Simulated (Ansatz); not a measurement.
**CH9FOSi2: molecular dynamics (part 1 of 3)**

- system: CH9FOSi2
- method: RKS B3LYP/def2-SVP (Ansatz 0.2.0)

It belongs to a series of runs on one base structure; here: dynamics from the highest image of the converged band. Figures and captions count atoms from 1; the log counts them from 0 in places.

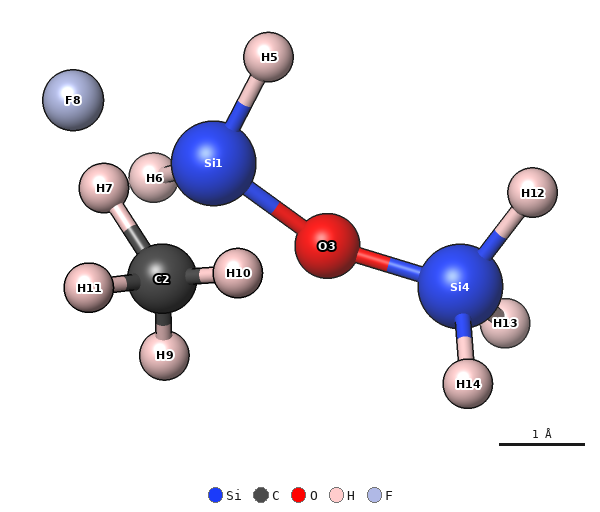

Figure 1. The starting structure (ball-and-stick view, seen at a tilt; atoms are numbered from 1 in the order of the input).

The input:
```yaml
crystal:
  periodic: [false, false, false]
  atoms:
    - { symbol: Si, position_ang: [0.248062, 1.018941, 0.593397] }
    - { symbol: C, position_ang: [0.732412, -1.008396, 1.153595] }
    - { symbol: O, position_ang: [-0.824985, 0.409064, -0.553046] }
    - { symbol: Si, position_ang: [-1.302154, -0.093112, -2.050781] }
    - { symbol: H, position_ang: [1.228873, 1.709769, -0.275347] }
    - { symbol: H, position_ang: [-0.701872, 1.702735, 1.493268] }
    - { symbol: H, position_ang: [1.275478, 0.038876, 1.729343] }
    - { symbol: F, position_ang: [1.564608, 1.193762, 2.021362] }
    - { symbol: H, position_ang: [-0.30002, -1.330632, 1.339079] }
    - { symbol: H, position_ang: [1.084599, -1.369297, 0.178669] }
    - { symbol: H, position_ang: [1.361239, -1.503324, 1.92157] }
    - { symbol: H, position_ang: [-0.389553, 0.431015, -3.112278] }
    - { symbol: H, position_ang: [-2.686719, 0.386376, -2.322312] }
    - { symbol: H, position_ang: [-1.290069, -1.585675, -2.116422] }
basis:
  gaussian: { orbitals: def2-SVP }
hamiltonian:
  xc: b3lyp
md:
  timestep: 0.5
  n_steps: 200
  ensemble: nve
  temperature: 300.0
  initial_velocities: maxwell_boltzmann
  seed: 7629
```

Launch command:
```bash
ansatz run input.yaml --threads 4 --pin off --max-ram 5120MiB --backend cpu --events-out ev --progress --plain --runs-dir out
```

Log:
```
Engine: ansatz 0.2.0, aarch64-unknown-linux-gnu
Functional definition: B3LYP
  parameter a0 = 0.2
  parameter ax = 0.72
  parameter ac = 0.81
  exchange = (1 - a0 - ax)*slater_x + ax*b88_x + a0*exact_x
  correlation = (1 - ac)*vwn_rpa_c + ac*lyp_c
1285 factors; integrals over basis functions are off by at most 3.4e-4 eV
mean field evaluation 1: about -21686.8439 eV, gradient 6.7e1 eV
mean field evaluation 2: about -21673.5715 eV, gradient 1.1e2 eV
mean field evaluation 4: about -21695.2268 eV, gradient 4.3e0 eV
mean field evaluation 8: about -21695.2676 eV, gradient 5.9e-2 eV
mean field -21695.26759616 eV, -797.2863785782 hartree, gradient 2.4e-5 eV, S^2 0.000000; 0 other end points of the search recorded, 0 dependent functions left out
the calculation of the forces begins
reference -21695.26789045 eV, -797.2863893931 hartree; 30, 30 occupied and 93, 93 virtual orbitals, 1285 factors
md step     0: t =     0.00 fs  T =   300.0 K  F+E_penalty+E_count = -21695.26759616 eV  E_kin = 0.465336 eV  conserved = -21694.80226016 eV  (25 SCF iters)
these checks for a lower state are left out or cut short: starts, cluster_reference, orbital_swaps, neighbouring_geometries, increment
1285 factors; integrals over basis functions are off by at most 3.3e-4 eV
mean field evaluation 16: about -21695.2517 eV, gradient 1.1e0 eV
mean field -21695.25537172 eV, -797.2859293386 hartree, gradient 7.0e-5 eV, S^2 0.000000; 0 other end points of the search recorded, 0 dependent functions left out
the calculation of the forces begins
reference -21695.25566581 eV, -797.2859401460 hartree; 30, 30 occupied and 93, 93 virtual orbitals, 1285 factors
md step     1: t =     0.50 fs  T =   292.2 K  F+E_penalty+E_count = -21695.25537172 eV  E_kin = 0.453197 eV  conserved = -21694.80217491 eV  (27 SCF iters)
[... from here on the SCF iterations and repeated set-up lines of each step are left out, up to the last step ...]
md step     2: t =     1.00 fs  T =   270.6 K  F+E_penalty+E_count = -21695.22131805 eV  E_kin = 0.419668 eV  conserved = -21694.80165052 eV  (27 SCF iters)
md step     3: t =     1.50 fs  T =   240.6 K  F+E_penalty+E_count = -21695.17406865 eV  E_kin = 0.373251 eV  conserved = -21694.80081752 eV  (27 SCF iters)
md step     4: t =     2.00 fs  T =   210.7 K  F+E_penalty+E_count = -21695.12677523 eV  E_kin = 0.326767 eV  conserved = -21694.80000814 eV  (27 SCF iters)
md step     5: t =     2.50 fs  T =   188.5 K  F+E_penalty+E_count = -21695.09200864 eV  E_kin = 0.292415 eV  conserved = -21694.79959363 eV  (27 SCF iters)
md step     6: t =     3.00 fs  T =   178.2 K  F+E_penalty+E_count = -21695.07621864 eV  E_kin = 0.276484 eV  conserved = -21694.79973440 eV  (27 SCF iters)
md step     7: t =     3.50 fs  T =   178.6 K  F+E_penalty+E_count = -21695.07734076 eV  E_kin = 0.277066 eV  conserved = -21694.80027441 eV  (27 SCF iters)
md step     8: t =     4.00 fs  T =   184.5 K  F+E_penalty+E_count = -21695.08705384 eV  E_kin = 0.286169 eV  conserved = -21694.80088453 eV  (27 SCF iters)
md step     9: t =     4.50 fs  T =   189.8 K  F+E_penalty+E_count = -21695.09568154 eV  E_kin = 0.294387 eV  conserved = -21694.80129433 eV  (27 SCF iters)
md step    10: t =     5.00 fs  T =   190.2 K  F+E_penalty+E_count = -21695.09639149 eV  E_kin = 0.294985 eV  conserved = -21694.80140656 eV  (27 SCF iters)
md step    11: t =     5.50 fs  T =   184.1 K  F+E_penalty+E_count = -21695.08688985 eV  E_kin = 0.285624 eV  conserved = -21694.80126614 eV  (27 SCF iters)
md step    12: t =     6.00 fs  T =   172.7 K  F+E_penalty+E_count = -21695.06891610 eV  E_kin = 0.267940 eV  conserved = -21694.80097652 eV  (26 SCF iters)
md step    13: t =     6.50 fs  T =   158.6 K  F+E_penalty+E_count = -21695.04671724 eV  E_kin = 0.246077 eV  conserved = -21694.80064051 eV  (26 SCF iters)
md step    14: t =     7.00 fs  T =   145.1 K  F+E_penalty+E_count = -21695.02542897 eV  E_kin = 0.225091 eV  conserved = -21694.80033785 eV  (26 SCF iters)
md step    15: t =     7.50 fs  T =   135.2 K  F+E_penalty+E_count = -21695.00976144 eV  E_kin = 0.209636 eV  conserved = -21694.80012506 eV  (26 SCF iters)
md step    16: t =     8.00 fs  T =   130.9 K  F+E_penalty+E_count = -21695.00304518 eV  E_kin = 0.203005 eV  conserved = -21694.80004064 eV  (26 SCF iters)
md step    17: t =     8.50 fs  T =   133.1 K  F+E_penalty+E_count = -21695.00658914 eV  E_kin = 0.206483 eV  conserved = -21694.80010600 eV  (26 SCF iters)
md step    18: t =     9.00 fs  T =   141.2 K  F+E_penalty+E_count = -21695.01933586 eV  E_kin = 0.219014 eV  conserved = -21694.80032212 eV  (26 SCF iters)
md step    19: t =     9.50 fs  T =   152.9 K  F+E_penalty+E_count = -21695.03787616 eV  E_kin = 0.237214 eV  conserved = -21694.80066192 eV  (26 SCF iters)
md step    20: t =    10.00 fs  T =   165.0 K  F+E_penalty+E_count = -21695.05695846 eV  E_kin = 0.255904 eV  conserved = -21694.80105476 eV  (26 SCF iters)
md step    21: t =    10.50 fs  T =   173.6 K  F+E_penalty+E_count = -21695.07067242 eV  E_kin = 0.269291 eV  conserved = -21694.80138158 eV  (26 SCF iters)
md step    22: t =    11.00 fs  T =   175.9 K  F+E_penalty+E_count = -21695.07435109 eV  E_kin = 0.272860 eV  conserved = -21694.80149146 eV  (26 SCF iters)
md step    23: t =    11.50 fs  T =   171.2 K  F+E_penalty+E_count = -21695.06686293 eV  E_kin = 0.265599 eV  conserved = -21694.80126382 eV  (27 SCF iters)
md step    24: t =    12.00 fs  T =   162.2 K  F+E_penalty+E_count = -21695.05231016 eV  E_kin = 0.251602 eV  conserved = -21694.80070779 eV  (27 SCF iters)
md step    25: t =    12.50 fs  T =   154.5 K  F+E_penalty+E_count = -21695.03967226 eV  E_kin = 0.239639 eV  conserved = -21694.80003359 eV  (27 SCF iters)
md step    26: t =    13.00 fs  T =   154.7 K  F+E_penalty+E_count = -21695.03948234 eV  E_kin = 0.239897 eV  conserved = -21694.79958520 eV  (27 SCF iters)
md step    27: t =    13.50 fs  T =   167.0 K  F+E_penalty+E_count = -21695.05864796 eV  E_kin = 0.259024 eV  conserved = -21694.79962397 eV  (27 SCF iters)
md step    28: t =    14.00 fs  T =   191.1 K  F+E_penalty+E_count = -21695.09658837 eV  E_kin = 0.296454 eV  conserved = -21694.80013445 eV  (27 SCF iters)
md step    29: t =    14.50 fs  T =   222.2 K  F+E_penalty+E_count = -21695.14545512 eV  E_kin = 0.344609 eV  conserved = -21694.80084591 eV  (27 SCF iters)
md step    30: t =    15.00 fs  T =   253.2 K  F+E_penalty+E_count = -21695.19413029 eV  E_kin = 0.392691 eV  conserved = -21694.80143949 eV  (27 SCF iters)
md step    31: t =    15.50 fs  T =   278.1 K  F+E_penalty+E_count = -21695.23306793 eV  E_kin = 0.431339 eV  conserved = -21694.80172888 eV  (27 SCF iters)
md step    32: t =    16.00 fs  T =   293.7 K  F+E_penalty+E_count = -21695.25730072 eV  E_kin = 0.455608 eV  conserved = -21694.80169255 eV  (27 SCF iters)
md step    33: t =    16.50 fs  T =   300.1 K  F+E_penalty+E_count = -21695.26696502 eV  E_kin = 0.465554 eV  conserved = -21694.80141140 eV  (27 SCF iters)
md step    34: t =    17.00 fs  T =   299.9 K  F+E_penalty+E_count = -21695.26616685 eV  E_kin = 0.465167 eV  conserved = -21694.80100006 eV  (29 SCF iters)
md step    35: t =    17.50 fs  T =   297.0 K  F+E_penalty+E_count = -21695.26122178 eV  E_kin = 0.460654 eV  conserved = -21694.80056762 eV  (26 SCF iters)
md step    36: t =    18.00 fs  T =   295.7 K  F+E_penalty+E_count = -21695.25889842 eV  E_kin = 0.458692 eV  conserved = -21694.80020593 eV  (26 SCF iters)
md step    37: t =    18.50 fs  T =   299.7 K  F+E_penalty+E_count = -21695.26491395 eV  E_kin = 0.464929 eV  conserved = -21694.79998495 eV  (26 SCF iters)
md step    38: t =    19.00 fs  T =   311.3 K  F+E_penalty+E_count = -21695.28278297 eV  E_kin = 0.482834 eV  conserved = -21694.79994881 eV  (26 SCF iters)
md step    39: t =    19.50 fs  T =   330.7 K  F+E_penalty+E_count = -21695.31309850 eV  E_kin = 0.512988 eV  conserved = -21694.80011079 eV  (26 SCF iters)
md step    40: t =    20.00 fs  T =   356.4 K  F+E_penalty+E_count = -21695.35333281 eV  E_kin = 0.552885 eV  conserved = -21694.80044739 eV  (26 SCF iters)
md step    41: t =    20.50 fs  T =   385.1 K  F+E_penalty+E_count = -21695.39824399 eV  E_kin = 0.597350 eV  conserved = -21694.80089441 eV  (25 SCF iters)
md step    42: t =    21.00 fs  T =   412.3 K  F+E_penalty+E_count = -21695.44094696 eV  E_kin = 0.639602 eV  conserved = -21694.80134486 eV  (26 SCF iters)
md step    43: t =    21.50 fs  T =   433.9 K  F+E_penalty+E_count = -21695.47464311 eV  E_kin = 0.672983 eV  conserved = -21694.80166034 eV  (27 SCF iters)
md step    44: t =    22.00 fs  T =   446.8 K  F+E_penalty+E_count = -21695.49479273 eV  E_kin = 0.693085 eV  conserved = -21694.80170755 eV  (27 SCF iters)
md step    45: t =    22.50 fs  T =   451.1 K  F+E_penalty+E_count = -21695.50111229 eV  E_kin = 0.699683 eV  conserved = -21694.80142974 eV  (27 SCF iters)
md step    46: t =    23.00 fs  T =   449.6 K  F+E_penalty+E_count = -21695.49831455 eV  E_kin = 0.697394 eV  conserved = -21694.80092066 eV  (27 SCF iters)
md step    47: t =    23.50 fs  T =   447.5 K  F+E_penalty+E_count = -21695.49456341 eV  E_kin = 0.694142 eV  conserved = -21694.80042144 eV  (27 SCF iters)
md step    48: t =    24.00 fs  T =   449.7 K  F+E_penalty+E_count = -21695.49779270 eV  E_kin = 0.697604 eV  conserved = -21694.80018853 eV  (27 SCF iters)
md step    49: t =    24.50 fs  T =   458.8 K  F+E_penalty+E_count = -21695.51189302 eV  E_kin = 0.711587 eV  conserved = -21694.80030577 eV  (27 SCF iters)
md step    50: t =    25.00 fs  T =   473.7 K  F+E_penalty+E_count = -21695.53546066 eV  E_kin = 0.734839 eV  conserved = -21694.80062134 eV  (26 SCF iters)
md step    51: t =    25.50 fs  T =   492.0 K  F+E_penalty+E_count = -21695.56397740 eV  E_kin = 0.763093 eV  conserved = -21694.80088487 eV  (26 SCF iters)
md step    52: t =    26.00 fs  T =   510.9 K  F+E_penalty+E_count = -21695.59346116 eV  E_kin = 0.792511 eV  conserved = -21694.80095037 eV  (27 SCF iters)
md step    53: t =    26.50 fs  T =   529.8 K  F+E_penalty+E_count = -21695.62267690 eV  E_kin = 0.821817 eV  conserved = -21694.80085945 eV  (29 SCF iters)
md step    54: t =    27.00 fs  T =   549.2 K  F+E_penalty+E_count = -21695.65265399 eV  E_kin = 0.851894 eV  conserved = -21694.80075996 eV  (29 SCF iters)
md step    55: t =    27.50 fs  T =   569.8 K  F+E_penalty+E_count = -21695.68461014 eV  E_kin = 0.883848 eV  conserved = -21694.80076253 eV  (26 SCF iters)
md step    56: t =    28.00 fs  T =   591.5 K  F+E_penalty+E_count = -21695.71833726 eV  E_kin = 0.917475 eV  conserved = -21694.80086184 eV  (26 SCF iters)
md step    57: t =    28.50 fs  T =   613.3 K  F+E_penalty+E_count = -21695.75221923 eV  E_kin = 0.951244 eV  conserved = -21694.80097508 eV  (26 SCF iters)
md step    58: t =    29.00 fs  T =   634.0 K  F+E_penalty+E_count = -21695.78443161 eV  E_kin = 0.983409 eV  conserved = -21694.80102247 eV  (27 SCF iters)
md step    59: t =    29.50 fs  T =   653.2 K  F+E_penalty+E_count = -21695.81410588 eV  E_kin = 1.013117 eV  conserved = -21694.80098882 eV  (27 SCF iters)
md step    60: t =    30.00 fs  T =   670.9 K  F+E_penalty+E_count = -21695.84159201 eV  E_kin = 1.040675 eV  conserved = -21694.80091735 eV  (27 SCF iters)
md step    61: t =    30.50 fs  T =   687.9 K  F+E_penalty+E_count = -21695.86785087 eV  E_kin = 1.066980 eV  conserved = -21694.80087126 eV  (27 SCF iters)
md step    62: t =    31.00 fs  T =   704.4 K  F+E_penalty+E_count = -21695.89353837 eV  E_kin = 1.092647 eV  conserved = -21694.80089147 eV  (27 SCF iters)
md step    63: t =    31.50 fs  T =   720.4 K  F+E_penalty+E_count = -21695.91839400 eV  E_kin = 1.117418 eV  conserved = -21694.80097598 eV  (27 SCF iters)
md step    64: t =    32.00 fs  T =   735.1 K  F+E_penalty+E_count = -21695.94128412 eV  E_kin = 1.140208 eV  conserved = -21694.80107642 eV  (27 SCF iters)
md step    65: t =    32.50 fs  T =   747.7 K  F+E_penalty+E_count = -21695.96093478 eV  E_kin = 1.159816 eV  conserved = -21694.80111857 eV  (27 SCF iters)
md step    66: t =    33.00 fs  T =   758.1 K  F+E_penalty+E_count = -21695.97702555 eV  E_kin = 1.175980 eV  conserved = -21694.80104547 eV  (26 SCF iters)
md step    67: t =    33.50 fs  T =   767.3 K  F+E_penalty+E_count = -21695.99098026 eV  E_kin = 1.190111 eV  conserved = -21694.80086941 eV  (27 SCF iters)
md step    68: t =    34.00 fs  T =   776.9 K  F+E_penalty+E_count = -21696.00570753 eV  E_kin = 1.205017 eV  conserved = -21694.80069052 eV  (27 SCF iters)
md step    69: t =    34.50 fs  T =   788.7 K  F+E_penalty+E_count = -21696.02407809 eV  E_kin = 1.223438 eV  conserved = -21694.80063961 eV  (27 SCF iters)
md step    70: t =    35.00 fs  T =   803.4 K  F+E_penalty+E_count = -21696.04701284 eV  E_kin = 1.246245 eV  conserved = -21694.80076750 eV  (27 SCF iters)
md step    71: t =    35.50 fs  T =   819.9 K  F+E_penalty+E_count = -21696.07277010 eV  E_kin = 1.271787 eV  conserved = -21694.80098291 eV  (27 SCF iters)
md step    72: t =    36.00 fs  T =   836.3 K  F+E_penalty+E_count = -21696.09828482 eV  E_kin = 1.297166 eV  conserved = -21694.80111847 eV  (27 SCF iters)
md step    73: t =    36.50 fs  T =   851.3 K  F+E_penalty+E_count = -21696.12157196 eV  E_kin = 1.320491 eV  conserved = -21694.80108054 eV  (26 SCF iters)
md step    74: t =    37.00 fs  T =   865.3 K  F+E_penalty+E_count = -21696.14307409 eV  E_kin = 1.342140 eV  conserved = -21694.80093384 eV  (27 SCF iters)
md step    75: t =    37.50 fs  T =   879.3 K  F+E_penalty+E_count = -21696.16474800 eV  E_kin = 1.363911 eV  conserved = -21694.80083652 eV  (27 SCF iters)
md step    76: t =    38.00 fs  T =   894.1 K  F+E_penalty+E_count = -21696.18781456 eV  E_kin = 1.386925 eV  conserved = -21694.80088928 eV  (27 SCF iters)
md step    77: t =    38.50 fs  T =   909.2 K  F+E_penalty+E_count = -21696.21133132 eV  E_kin = 1.410290 eV  conserved = -21694.80104131 eV  (26 SCF iters)
md step    78: t =    39.00 fs  T =   923.0 K  F+E_penalty+E_count = -21696.23289733 eV  E_kin = 1.431748 eV  conserved = -21694.80114929 eV  (26 SCF iters)
md step    79: t =    39.50 fs  T =   934.6 K  F+E_penalty+E_count = -21696.25075580 eV  E_kin = 1.449660 eV  conserved = -21694.80109600 eV  (27 SCF iters)
md step    80: t =    40.00 fs  T =   944.3 K  F+E_penalty+E_count = -21696.26553641 eV  E_kin = 1.464663 eV  conserved = -21694.80087300 eV  (26 SCF iters)
md step    81: t =    40.50 fs  T =   954.1 K  F+E_penalty+E_count = -21696.28044976 eV  E_kin = 1.479885 eV  conserved = -21694.80056474 eV  (26 SCF iters)
md step    82: t =    41.00 fs  T =   966.9 K  F+E_penalty+E_count = -21696.30006444 eV  E_kin = 1.499776 eV  conserved = -21694.80028887 eV  (26 SCF iters)
md step    83: t =    41.50 fs  T =   985.3 K  F+E_penalty+E_count = -21696.32853381 eV  E_kin = 1.528395 eV  conserved = -21694.80013850 eV  (26 SCF iters)
md step    84: t =    42.00 fs  T =  1010.9 K  F+E_penalty+E_count = -21696.36814428 eV  E_kin = 1.567989 eV  conserved = -21694.80015534 eV  (26 SCF iters)
md step    85: t =    42.50 fs  T =  1043.3 K  F+E_penalty+E_count = -21696.41866110 eV  E_kin = 1.618341 eV  conserved = -21694.80032044 eV  (25 SCF iters)
md step    86: t =    43.00 fs  T =  1081.2 K  F+E_penalty+E_count = -21696.47758588 eV  E_kin = 1.677017 eV  conserved = -21694.80056934 eV  (25 SCF iters)
md step    87: t =    43.50 fs  T =  1122.0 K  F+E_penalty+E_count = -21696.54112098 eV  E_kin = 1.740299 eV  conserved = -21694.80082169 eV  (26 SCF iters)
md step    88: t =    44.00 fs  T =  1163.3 K  F+E_penalty+E_count = -21696.60539769 eV  E_kin = 1.804382 eV  conserved = -21694.80101585 eV  (25 SCF iters)
md step    89: t =    44.50 fs  T =  1203.2 K  F+E_penalty+E_count = -21696.66740672 eV  E_kin = 1.866267 eV  conserved = -21694.80114007 eV  (26 SCF iters)
md step    90: t =    45.00 fs  T =  1240.4 K  F+E_penalty+E_count = -21696.72520311 eV  E_kin = 1.923977 eV  conserved = -21694.80122621 eV  (26 SCF iters)
md step    91: t =    45.50 fs  T =  1274.0 K  F+E_penalty+E_count = -21696.77749740 eV  E_kin = 1.976199 eV  conserved = -21694.80129828 eV  (26 SCF iters)
md step    92: t =    46.00 fs  T =  1303.6 K  F+E_penalty+E_count = -21696.82335833 eV  E_kin = 2.022035 eV  conserved = -21694.80132297 eV  (26 SCF iters)
md step    93: t =    46.50 fs  T =  1329.0 K  F+E_penalty+E_count = -21696.86272757 eV  E_kin = 2.061510 eV  conserved = -21694.80121801 eV  (25 SCF iters)
md step    94: t =    47.00 fs  T =  1351.7 K  F+E_penalty+E_count = -21696.89753775 eV  E_kin = 2.096592 eV  conserved = -21694.80094553 eV  (26 SCF iters)
md step    95: t =    47.50 fs  T =  1374.2 K  F+E_penalty+E_count = -21696.93211664 eV  E_kin = 2.131515 eV  conserved = -21694.80060188 eV  (25 SCF iters)
md step    96: t =    48.00 fs  T =  1399.8 K  F+E_penalty+E_count = -21696.97165723 eV  E_kin = 2.171264 eV  conserved = -21694.80039373 eV  (26 SCF iters)
md step    97: t =    48.50 fs  T =  1430.4 K  F+E_penalty+E_count = -21697.01916788 eV  E_kin = 2.218680 eV  conserved = -21694.80048833 eV  (26 SCF iters)
md step    98: t =    49.00 fs  T =  1464.9 K  F+E_penalty+E_count = -21697.07306690 eV  E_kin = 2.272200 eV  conserved = -21694.80086729 eV  (26 SCF iters)
md step    99: t =    49.50 fs  T =  1499.6 K  F+E_penalty+E_count = -21697.12747158 eV  E_kin = 2.326136 eV  conserved = -21694.80133532 eV  (26 SCF iters)
md step   100: t =    50.00 fs  T =  1530.1 K  F+E_penalty+E_count = -21697.17508248 eV  E_kin = 2.373417 eV  conserved = -21694.80166542 eV  (26 SCF iters)
md step   101: t =    50.50 fs  T =  1553.0 K  F+E_penalty+E_count = -21697.21059476 eV  E_kin = 2.408857 eV  conserved = -21694.80173789 eV  (26 SCF iters)
md step   102: t =    51.00 fs  T =  1567.3 K  F+E_penalty+E_count = -21697.23259003 eV  E_kin = 2.431018 eV  conserved = -21694.80157244 eV  (26 SCF iters)
md step   103: t =    51.50 fs  T =  1574.4 K  F+E_penalty+E_count = -21697.24335265 eV  E_kin = 2.442079 eV  conserved = -21694.80127356 eV  (26 SCF iters)
md step   104: t =    52.00 fs  T =  1577.2 K  F+E_penalty+E_count = -21697.24734795 eV  E_kin = 2.446389 eV  conserved = -21694.80095877 eV  (26 SCF iters)
md step   105: t =    52.50 fs  T =  1578.7 K  F+E_penalty+E_count = -21697.24942099 eV  E_kin = 2.448707 eV  conserved = -21694.80071382 eV  (27 SCF iters)
```
